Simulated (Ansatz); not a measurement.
**CH6F2Ge2O (SMILES F[CH](F)[GeH2][O][GeH3]): density, localisation and related maps**

```xyz
12

F    -3.2318    0.4302   -0.0775
C    -2.1828    0.0463    0.7352
F    -2.3774   -1.2555    1.1546
Ge   -0.5166    0.1642   -0.2593
O     0.8392   -0.3300    0.8008
Ge    2.3030   -0.1852   -0.2201
H    -2.1340    0.7163    1.6180
H    -0.5958   -0.7760   -1.4899
H    -0.3127    1.6275   -0.7303
H     3.5463   -0.5931    0.6106
H     2.1878   -1.1260   -1.4475
H     2.4747    1.2812   -0.6947
```

Not at a stationary point (largest force 1.9 eV/Å).

These are results of SCF hf, Gaussian basis in Ansatz, not measurements.

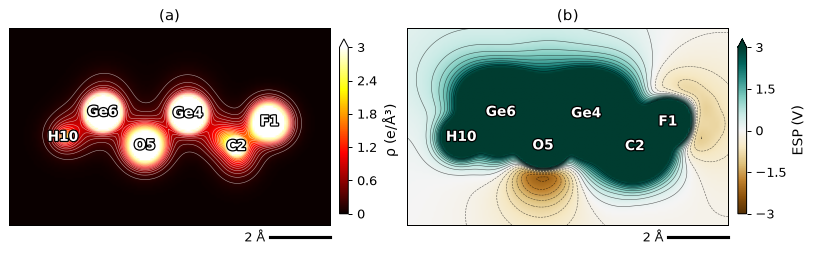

Figure 1. (a) total electron density; (b) molecular electrostatic potential on the plane of atoms F1, C2 and Ge4.

Q: What does the map show?

A: The section cuts through F, C, Ge, O and H sites.
C–F (1.38 Å): ρ at the midpoint is about 2.1 e/Å³, with its minimum of 1.6 e/Å³ about 0.5 Å from C.
Ge–O (1.79 Å): the density is about 0.92 e/Å³ at the midpoint.
C–Ge (1.94 Å): ρ at the midpoint is about 1 e/Å³.
Ge–H (1.55 Å): the density is about 1 e/Å³ at the midpoint.
Outside the dense part of the molecule the potential is most negative (−2.2 V) near O5.

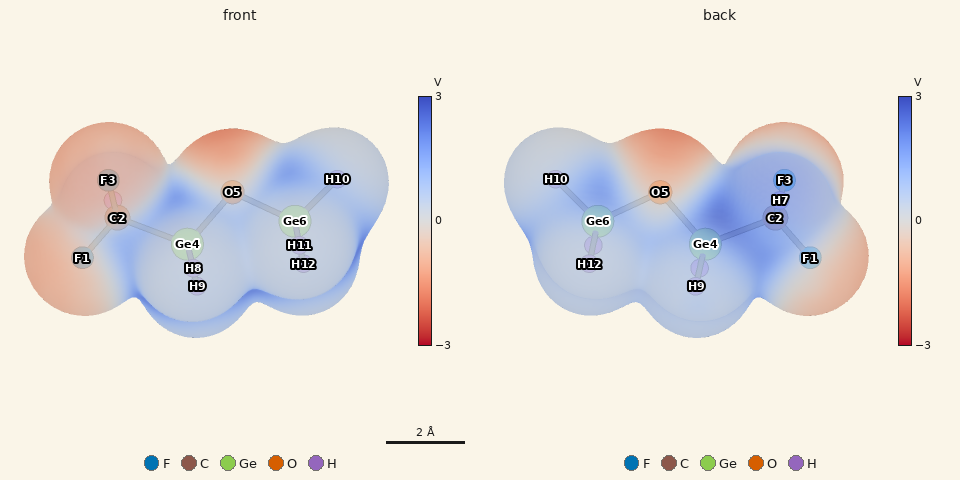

Figure 2. The molecular electrostatic potential painted on the density surface at 0.002 e/bohr³, seen from the front and from behind; red is negative and blue positive.

Q: Describe the electrostatic potential map.

A: The most negative region (about −1.6 V) lies over O5, the most positive (about +2.3 V) over Ge4 and Ge6. O5 is the likeliest acceptor of a hydrogen bond.

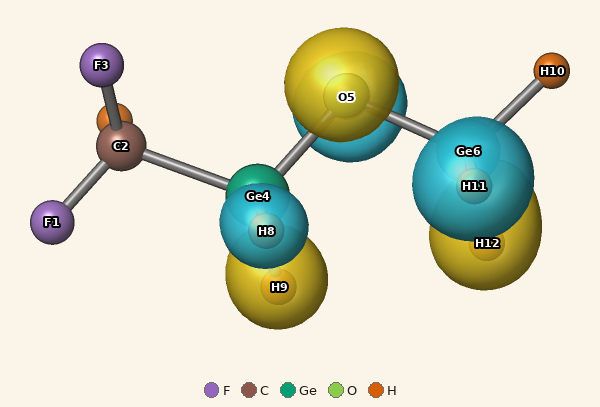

Figure 3. The HOMO−1 at ±0.15 Å⁻³ᐟ² (yellow and cyan are the two phases), seen across its widest extent.

Q: What is the character of this orbital?

A: By Hirshfeld shares it lies mainly on O5 (about 35 %), Ge6 (about 15 %), H11 (about 15 %), Ge4 (about 10 %), H12 (about 10 %) and H9 (about 10 %). Its energy is −12.50 eV.
